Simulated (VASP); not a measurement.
Band structure of W (space group Fm-3m). Computed with r2SCAN meta-GGA, VASP's PBE PAW potentials (set 64) (plane waves; VASP).

Unless said otherwise, spin-orbit coupling is left out, though it shifts the bands of the heavy elements here.

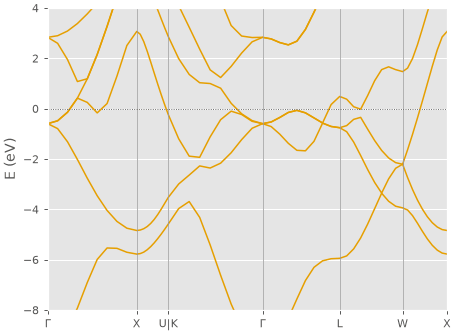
Figure: Bands along high-symmetry lines, zero at the valence-band maximum or, without a gap, the Fermi level

### Question
Read the plot: is there a gap, and where are the band edges?

### Answer
It has no gap at this level: it comes out as a metal or semimetal.

The structure comes from a measured W entry (Fm-3m) of the Crystallography Open Database, whose conditions weren't checked. It was relaxed first.
